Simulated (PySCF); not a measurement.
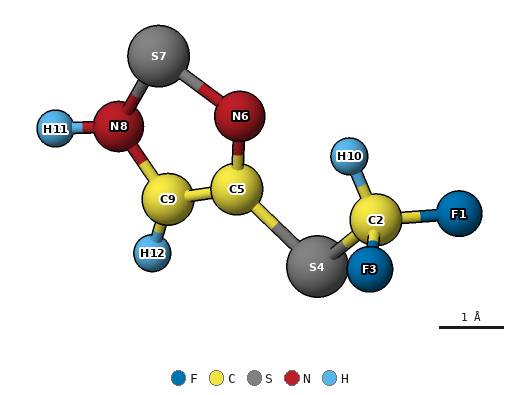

Figure 1. The structure as given in the input (ball-and-stick view, seen at a tilt; atoms are numbered from 1 in the order of the input). Bond lengths as drawn: C–C 1.37 Å, C–F 1.34 Å, C–H 1.07 to 1.10 Å, C–N 1.34 to 1.38 Å, C–S 1.76 to 1.83 Å, H–N 1.01 Å and N–S 1.63 to 1.72 Å.

**Run report: C3H3F2N2S2, EPR calculation**

System: C3H3F2N2S2, multiplicity 2.
Method: UKS B3LYP, pcH-1 on C F H N S, non-relativistic, mean-field spin-orbit, GIAO (PySCF 2.14.0).

It belongs to a series of runs on one base structure; here: H added to N.

**Output**
```
UKS, coarse grid
  cycle   1  E = -1221.52256338  |g| = 5.82e-01
  cycle   2  E = -1221.35509851  |g| = 9.18e-01
  cycle   3  E = -1221.62897254  |g| = 1.17e-01
  cycle   4  E = -1221.63035022  |g| = 1.02e-01
  cycle   5  E = -1221.63507553  |g| = 1.24e-02
  cycle   6  E = -1221.63517142  |g| = 6.02e-03
  cycle   7  E = -1221.63519761  |g| = 2.51e-03
  cycle   8  E = -1221.63520340  |g| = 1.56e-03
  cycle   9  E = -1221.63520658  |g| = 5.92e-04
UKS, final grid
  cycle   1  E = -1221.63527199  |g| = 9.13e-04
  cycle   2  E = -1221.63527108  |g| = 1.64e-03
  cycle   3  E = -1221.63527245  |g| = 1.11e-04
  cycle   4  E = -1221.63527245  |g| = 6.58e-05
  cycle   5  E = -1221.63527246  |g| = 4.53e-05
  cycle   6  E = -1221.63527246  |g| = 1.37e-05
E = -1221.63527246 Eh   <S^2> = 0.7628 (exact 0.7500)
g shifts (ppm)      1          2          3
  rmc          -237       -237       -237
  gc             27         -6         43
  oz_so       -1846        370       5841
  total       -2056        126       5646
hyperfine (MHz)  atom isotope    a_iso     a_fc   dipolar eigenvalues
    0   19F       4.74       4.73     -2.35     -1.34      3.68
    1   13C      -2.14      -2.14     -0.47     -0.14      0.61
    2   19F       2.67       2.67     -2.07     -1.15      3.23
    3   33S      -0.95      -1.01     -2.21      0.89      1.31
    4   13C     -28.37     -28.32    -14.65      5.99      8.66
    5   14N      17.44      17.31    -18.43    -18.17     36.60
    6   33S       7.89       8.78    -26.53    -25.25     51.77
    7   14N      25.83      25.65    -14.60    -14.26     28.86
    8   13C      22.68      22.70    -29.36    -28.08     57.44
    9    1H       0.48       0.49     -3.26     -2.34      5.60
   10    1H      15.51      15.39    -16.49     -6.01     22.50
   11    1H     -24.50     -24.51    -14.68     -1.26     15.95
```

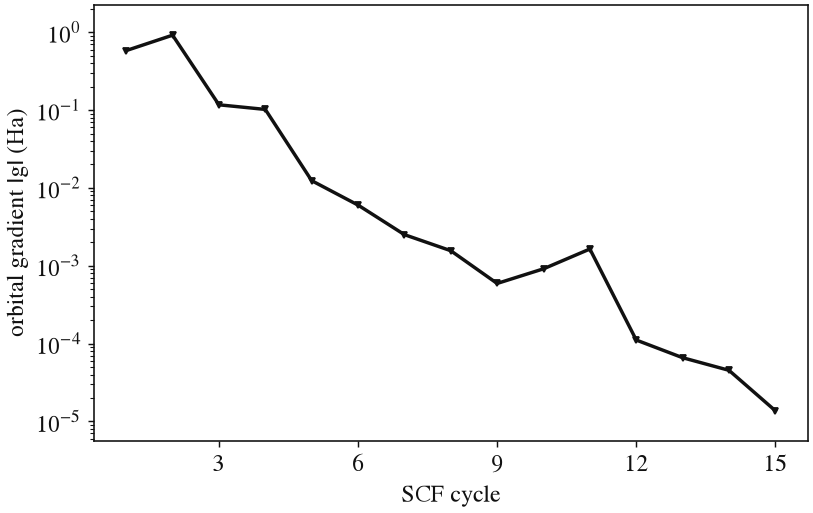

Figure 2. Convergence of the self-consistent field: orbital gradient |g| against the SCF cycle. All cycles printed in the log are drawn one after another.

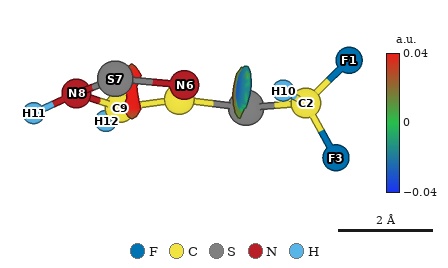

Figure 3. Non-covalent interaction (NCI) plot: the surface where the reduced density gradient is 0.6, for densities under 0.05 a.u., coloured by sign(λ₂)ρ; seen from the side.

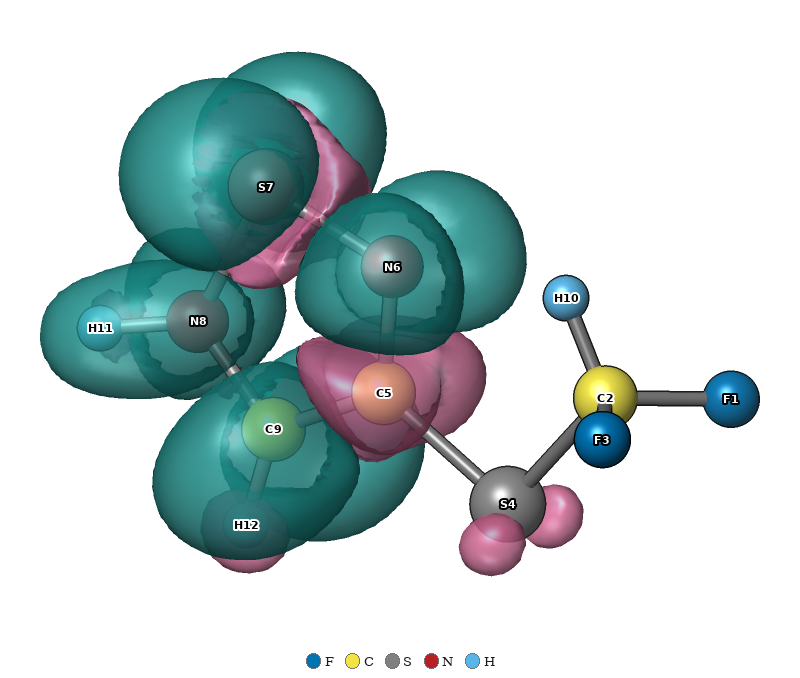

Figure 4. Isosurfaces of the spin density (α minus β) at +0.005 (teal) and −0.005 e/Å³ (pink), seen at a tilt. The unpaired spin (1 electron) lies mostly on N6 (about 0.3), S7 (about 0.2), C9 (about 0.2) and N8 (about 0.2), in electrons by Hirshfeld's partition.

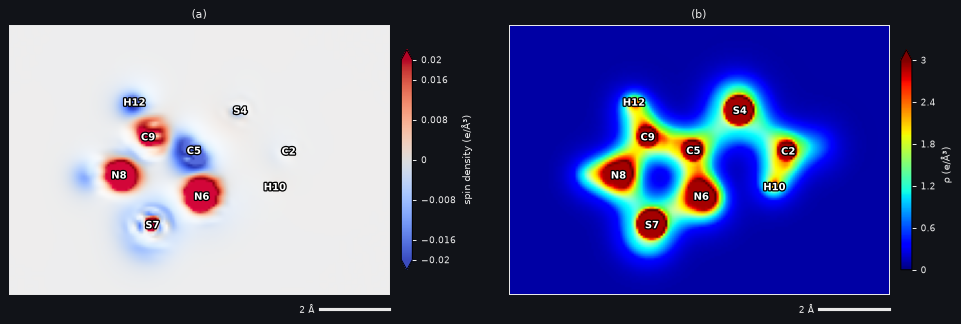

Figure 5. (a) spin density; (b) total electron density on the plane of atoms C5, N6 and S7. C–N (1.34 Å): ρ at the midpoint is about 2.5 e/Å³. C–C (1.37 Å): ρ at the midpoint is about 2.2 e/Å³. C–S (1.76 Å): ρ at the midpoint is about 1.3 e/Å³. C–N (1.38 Å): ρ is about 2.2 e/Å³ halfway. The unpaired spin (1 electron) lies mostly on N6 (about 0.3), S7 (about 0.2), C9 (about 0.2) and N8 (about 0.2), in electrons by Hirshfeld's partition.

The run was set up as follows.

**Input file**
```
{"job": {"kind": "epr", "basis": "pcH-1"}, "charge": 0, "multiplicity": 2}
F     -3.430993    -0.224770    -0.060677
C     -2.325691     0.286427     0.502076
F     -2.728069     1.291116     1.299119
S     -1.172884     0.894820    -0.780047
C      0.287963     0.063319    -0.248980
N      0.244736    -0.852461     0.722602
S      1.729123    -1.479434     0.974578
N      2.467568    -0.546885    -0.271065
C      1.520487     0.314338    -0.793436
H     -1.811667    -0.482055     1.096922
H      3.442357    -0.295523    -0.215755
H      1.778270     1.030422    -1.545293
```

The first line tells a small driver script what to run in PySCF; the rest is the geometry in Å.

Run as:
```bash
OMP_NUM_THREADS=1 python <driver script> task.json out
```

**Results in brief**

```json
{"quantity": "outcome", "value": "converged"}
{"quantity": "total energy", "value": "−1221.635272 hartree"}
{"quantity": "⟨S²⟩", "value": "0.763"}
{"quantity": "isotropic g", "value": "2.0036"}
{"quantity": "hardware", "value": "1 CPU thread, shared host"}
{"quantity": "wall time", "value": "1.8 min"}
{"quantity": "peak memory", "value": "0.97 GiB"}
```
